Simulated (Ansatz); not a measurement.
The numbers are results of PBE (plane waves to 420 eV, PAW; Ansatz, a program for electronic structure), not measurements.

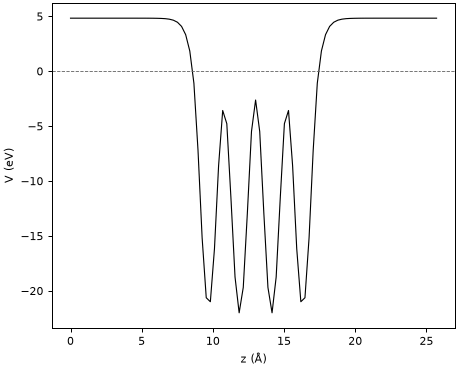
Planar average of the electrostatic potential across the slab, in eV from the Fermi level, for the 1x1 (110) surface of bcc W

Model: 4-atom slab, 6.6 Å thick at the start (thin: gaps and levels are the slab's own), 12x12x1 mesh, Fermi-Dirac 0.1 eV, dipole correction, 2 atoms held, the rest relaxed; held to the start's symmetry, so lower structures may exist; no spin, no spin-orbit, no U.

The vacuum level lies 4.82 eV above the Fermi level over the top face and 4.82 eV above it under the bottom face.
